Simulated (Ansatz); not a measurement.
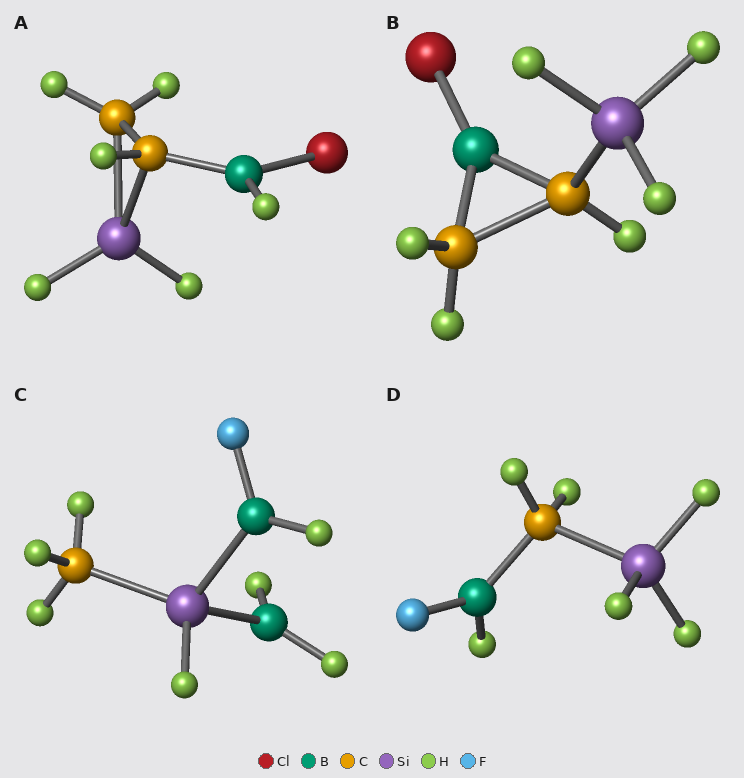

Figure made from data computed with Ansatz.

### Which panel belongs to which SMILES?
(1) [SiH3][C@H]1CB1Cl
(2) B[Si@H](C)BF
(3) FBC[SiH3]
(4) ClB[C@H]1C[SiH2]1

A is (4), B is (1), C is (2), D is (3).
